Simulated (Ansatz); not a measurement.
**H8OSi3: a nudged elastic band in two tries**

The task is a band of images between two relaxed ends.

All numbers below are computed with Ansatz 0.2.0 (RKS PBE/6-31G*).

## 1. The structure to begin with

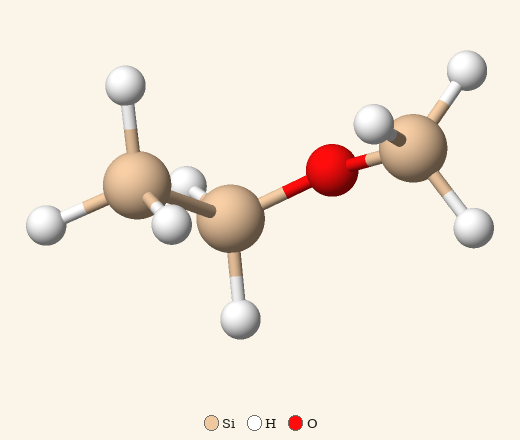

The starting structure, seen from a free direction (silicon light orange, hydrogen white, oxygen red).

Coordinates:

```xyz
12

Si    0.2687   -0.0223    0.0364
Si    1.0751    0.0758    2.2499
H    -0.0338    0.1174    3.2625
H     1.9699   -1.0848    2.5782
H     1.8774    1.3405    2.3870
H     1.4227    0.0947   -0.9139
H    -0.6424    1.1538   -0.1942
O    -0.5286   -1.4467   -0.3364
Si   -1.6150   -2.5146    0.3426
H    -1.3641   -2.6699    1.8168
H    -3.0252   -2.0394    0.1484
H    -1.4454   -3.8399   -0.3301
```

## 2. First attempt

File input.yaml:

```yaml
crystal:
  periodic: [false, false, false]
  atoms:
    - { symbol: Si, position_ang: [0.268742, -0.022295, 0.036422] }
    - { symbol: Si, position_ang: [1.075076, 0.075835, 2.249949] }
    - { symbol: H, position_ang: [-0.033792, 0.117388, 3.262492] }
    - { symbol: H, position_ang: [1.969867, -1.084751, 2.578176] }
    - { symbol: H, position_ang: [1.877441, 1.340544, 2.387029] }
    - { symbol: H, position_ang: [1.42271, 0.09467, -0.913883] }
    - { symbol: H, position_ang: [-0.642375, 1.153783, -0.194235] }
    - { symbol: O, position_ang: [-0.52865, -1.446665, -0.336366] }
    - { symbol: Si, position_ang: [-1.614971, -2.514551, 0.342564] }
    - { symbol: H, position_ang: [-1.364097, -2.669909, 1.816841] }
    - { symbol: H, position_ang: [-3.025151, -2.039445, 0.148433] }
    - { symbol: H, position_ang: [-1.4454, -3.839903, -0.330125] }
basis:
  gaussian: { orbitals: "6-31G*" }
hamiltonian:
  xc: pbe
neb:
  order_check: false
  images: 9
  f_tol: 0.05
  max_iterations: 8
  final_atoms:
    - { symbol: Si, position_ang: [-0.75686103, 0.34202703, 0.294026] }
    - { symbol: Si, position_ang: [1.70167765, 0.04330326, 2.12514826] }
    - { symbol: H, position_ang: [0.91184355, -0.94641328, 2.91719508] }
    - { symbol: H, position_ang: [3.16534895, -0.27882049, 2.23521249] }
    - { symbol: H, position_ang: [1.44850896, 1.44569758, 2.57164364] }
    - { symbol: H, position_ang: [1.38484421, -0.07481231, 0.64120992] }
    - { symbol: H, position_ang: [0.02737009, 0.87642131, -0.93140948] }
    - { symbol: O, position_ang: [-1.15823317, -1.16058929, -0.37631557] }
    - { symbol: Si, position_ang: [-2.00318312, -2.46833033, 0.257969] }
    - { symbol: H, position_ang: [-2.55272409, -2.16075123, 1.62410424] }
    - { symbol: H, position_ang: [-3.13178253, -2.80789513, -0.6683713] }
    - { symbol: H, position_ang: [-1.07740949, -3.64513613, 0.35688474] }
  initial_path:
    images:
      - { positions_ang: [[0.268742, -0.022295, 0.036422], [1.075076, 0.075835, 2.249949], [-0.033792, 0.117388, 3.262492], [1.969867, -1.084751, 2.578176], [1.877441, 1.340544, 2.387029], [1.42271, 0.09467, -0.913883], [-0.642375, 1.153783, -0.194235], [-0.52865, -1.446665, -0.336366], [-1.614971, -2.514551, 0.342564], [-1.364097, -2.669909, 1.816841], [-3.025151, -2.039445, 0.148433], [-1.4454, -3.839903, -0.330125]] }
      - { positions_ang: [[0.21435871, -0.01563776, 0.0312021], [1.12196232, 0.05866581, 2.20859753], [-0.02778402, 0.00890495, 3.11551858], [2.04023517, -1.05757245, 2.56616458], [1.82449527, 1.33780498, 2.41874933], [1.46931109, 0.07845891, -0.71656181], [-0.65269823, 1.16433904, -0.24758602], [-0.58142503, -1.42831553, -0.38186197], [-1.62611138, -2.49759639, 0.35059236], [-1.34314231, -2.59578015, 1.80895601], [-3.03909174, -2.05769108, 0.17195974], [-1.44070985, -3.83087933, -0.27843344]] }
      - { positions_ang: [[0.15997542, -0.00898052, 0.02598221], [1.16884864, 0.04149662, 2.16724606], [-0.02177605, -0.09957811, 2.96854516], [2.11060334, -1.0303939, 2.55415316], [1.77154953, 1.33506596, 2.45046965], [1.51591219, 0.06224783, -0.51924061], [-0.66302146, 1.17489508, -0.30093703], [-0.63420006, -1.40996607, -0.42735795], [-1.63725176, -2.48064177, 0.35862073], [-1.32218762, -2.5216513, 1.80107102], [-3.05303248, -2.07593716, 0.19548647], [-1.43601969, -3.82185566, -0.22674188]] }
      - { positions_ang: [[0.10559212, -0.00232329, 0.02076231], [1.21573496, 0.02432743, 2.12589458], [-0.01576807, -0.20806116, 2.82157175], [2.18097151, -1.00321536, 2.54214175], [1.7186038, 1.33232695, 2.48218998], [1.56251328, 0.04603674, -0.32191942], [-0.67334469, 1.18545112, -0.35428805], [-0.68697509, -1.3916166, -0.47285392], [-1.64839215, -2.46368716, 0.36664909], [-1.30123293, -2.44752244, 1.79318604], [-3.06697321, -2.09418323, 0.21901321], [-1.43132954, -3.81283199, -0.17505031]] }
      - { positions_ang: [[0.05120883, 0.00433395, 0.01554242], [1.26262128, 0.00715824, 2.08454311], [-0.00976009, -0.31654422, 2.67459833], [2.25133968, -0.97603681, 2.53013033], [1.66565807, 1.32958793, 2.5139103], [1.60911437, 0.02982566, -0.12459822], [-0.68366792, 1.19600716, -0.40763906], [-0.73975011, -1.37326713, -0.5183499], [-1.65953253, -2.44673254, 0.37467745], [-1.28027824, -2.37339359, 1.78530105], [-3.08091395, -2.11242931, 0.24253994], [-1.42663938, -3.80380833, -0.12335875]] }
      - { positions_ang: [[-0.00317446, 0.01099119, 0.01032252], [1.3095076, -0.01001095, 2.04319164], [-0.00375212, -0.42502727, 2.52762491], [2.32170785, -0.94885826, 2.51811891], [1.61271234, 1.32684891, 2.54563063], [1.65571547, 0.01361457, 0.07272297], [-0.69399115, 1.2065632, -0.46099008], [-0.79252514, -1.35491767, -0.56384587], [-1.67067291, -2.42977793, 0.38270582], [-1.25932355, -2.29926474, 1.77741606], [-3.09485469, -2.13067539, 0.26606668], [-1.42194923, -3.79478466, -0.07166719]] }
      - { positions_ang: [[-0.15391177, 0.07719836, 0.06706322], [1.38794161, 0.00065189, 2.05958296], [0.17936702, -0.52930447, 2.60553895], [2.49043607, -0.81485071, 2.46153763], [1.57987166, 1.35061864, 2.55083323], [1.60154122, -0.00407081, 0.18642036], [-0.5497189, 1.14053482, -0.55507396], [-0.86566675, -1.31605199, -0.52633981], [-1.73717495, -2.43748841, 0.35775845], [-1.51800366, -2.27156204, 1.7467537], [-3.10224026, -2.26611934, 0.07917908], [-1.35304128, -3.76485495, 0.0140432]] }
      - { positions_ang: [[-0.30464909, 0.14340553, 0.12380391], [1.46637562, 0.01131474, 2.07597429], [0.36248615, -0.63358167, 2.68345298], [2.65916429, -0.68084315, 2.40495634], [1.54703099, 1.37438838, 2.55603583], [1.54736697, -0.02175618, 0.30011775], [-0.40544665, 1.07450644, -0.64915784], [-0.93880835, -1.27718632, -0.48883375], [-1.80367699, -2.44519889, 0.33281109], [-1.77668377, -2.24385933, 1.71609133], [-3.10962583, -2.40156329, -0.10770851], [-1.28413333, -3.73492525, 0.09975358]] }
      - { positions_ang: [[-0.4553864, 0.20961269, 0.18054461], [1.54480963, 0.02197758, 2.09236561], [0.54560528, -0.73785888, 2.76136702], [2.82789251, -0.5468356, 2.34837506], [1.51419031, 1.39815811, 2.56123843], [1.49319272, -0.03944156, 0.41381514], [-0.2611744, 1.00847807, -0.74324172], [-1.01194996, -1.23832064, -0.45132769], [-1.87017904, -2.45290937, 0.30786372], [-2.03536387, -2.21615663, 1.68542897], [-3.11701139, -2.53700723, -0.29459611], [-1.21522538, -3.70499554, 0.18546397]] }
      - { positions_ang: [[-0.60612371, 0.27581986, 0.2372853], [1.62324364, 0.03264042, 2.10875694], [0.72872442, -0.84213608, 2.83928105], [2.99662073, -0.41282805, 2.29179377], [1.48134964, 1.42192785, 2.56644103], [1.43901846, -0.05712693, 0.52751253], [-0.11690215, 0.94244969, -0.8373256], [-1.08509156, -1.19945497, -0.41382163], [-1.93668108, -2.46061985, 0.28291636], [-2.29404398, -2.18845393, 1.6547666], [-3.12439696, -2.67245118, -0.4814837], [-1.14631743, -3.67506584, 0.27117435]] }
      - { positions_ang: [[-0.75686103, 0.34202703, 0.294026], [1.70167765, 0.04330326, 2.12514826], [0.91184355, -0.94641328, 2.91719508], [3.16534895, -0.27882049, 2.23521249], [1.44850896, 1.44569758, 2.57164364], [1.38484421, -0.07481231, 0.64120992], [0.02737009, 0.87642131, -0.93140948], [-1.15823317, -1.16058929, -0.37631557], [-2.00318312, -2.46833033, 0.257969], [-2.55272409, -2.16075123, 1.62410424], [-3.13178253, -2.80789513, -0.6683713], [-1.07740949, -3.64513613, 0.35688474]] }
  spring: -5.0
```

Command:

```sh
$ ansatz run input.yaml --threads 2 --pin off --max-ram 3072MiB --backend cpu --events-out ev --progress --plain --runs-dir out
```

What it wrote:

```text
Error: invalid value for `neb.spring`: must be finite and > 0; got -5 eV/Å²
```

Wall time 0.03 s (2 threads of Arm Neoverse V2, shared host); peak memory 0.031 GiB.

## 3. What went wrong

The run ended at the input check. It says: «invalid value for `neb.spring`: must be finite and > 0; got -5 eV/Å²»

A negative spring would push the images apart instead of spacing them.

The cure: use a positive spring constant.

## 4. Second try

Edit input.yaml of step 2 so:

```diff
@@ -23,3 +23,3 @@
   f_tol: 0.05
-  max_iterations: 8
+  max_iterations: 60
   final_atoms:
@@ -50,2 +50 @@
       - { positions_ang: [[-0.75686103, 0.34202703, 0.294026], [1.70167765, 0.04330326, 2.12514826], [0.91184355, -0.94641328, 2.91719508], [3.16534895, -0.27882049, 2.23521249], [1.44850896, 1.44569758, 2.57164364], [1.38484421, -0.07481231, 0.64120992], [0.02737009, 0.87642131, -0.93140948], [-1.15823317, -1.16058929, -0.37631557], [-2.00318312, -2.46833033, 0.257969], [-2.55272409, -2.16075123, 1.62410424], [-3.13178253, -2.80789513, -0.6683713], [-1.07740949, -3.64513613, 0.35688474]] }
-  spring: -5.0
```

Command:

```sh
$ ansatz run input.yaml --threads 2 --pin off --max-ram 3072MiB --backend cpu --events-out ev --progress --plain --runs-dir out
```

The limit on steps is raised as well. From its log:

```text
NEB iter   1: max|band force component| = 8.705e0 eV/Å  barrier→ = 4.7165 eV  barrier← = 2.9256 eV  Δτ_max = 0.1986 Å  (291 SCF iters)
NEB iter   2: max|band force component| = 3.176e0 eV/Å  barrier→ = 2.7170 eV  barrier← = 0.9262 eV  Δτ_max = 0.2000 Å  (266 SCF iters)
NEB iter   3: max|band force component| = 2.109e0 eV/Å  barrier→ = 2.1096 eV  barrier← = 0.3188 eV  Δτ_max = 0.1986 Å  (241 SCF iters)
[...]
NEB iter  22: max|band force component| = 6.493e-2 eV/Å  barrier→ = 1.9356 eV  barrier← = 0.1447 eV  CI = image 7  Δτ_max = 0.0324 Å  (240 SCF iters)
NEB iter  23: max|band force component| = 3.444e-2 eV/Å  barrier→ = 1.9353 eV  barrier← = 0.1444 eV  CI = image 7  Δτ_max = 0.0156 Å  (226 SCF iters)
NEB iter  24: max|band force component| = 4.672e-2 eV/Å  barrier→ = 1.9351 eV  barrier← = 0.1442 eV  CI = image 7  Δτ_max = 0.0000 Å  (274 SCF iters)
```

It took 5.8 min on 2 threads of Arm Neoverse V2, shared host; peak memory 0.14 GiB.

The second input runs as intended: 24 iterations, highest image 1.94 eV above the first end.

## 5. Outcome

```
 quantity                                                                  value
first try                                                                refused
    cause  a negative spring would push the images apart instead of spacing them
```

**Reading.** The fault in the first input was caught at the input check and cost nothing.
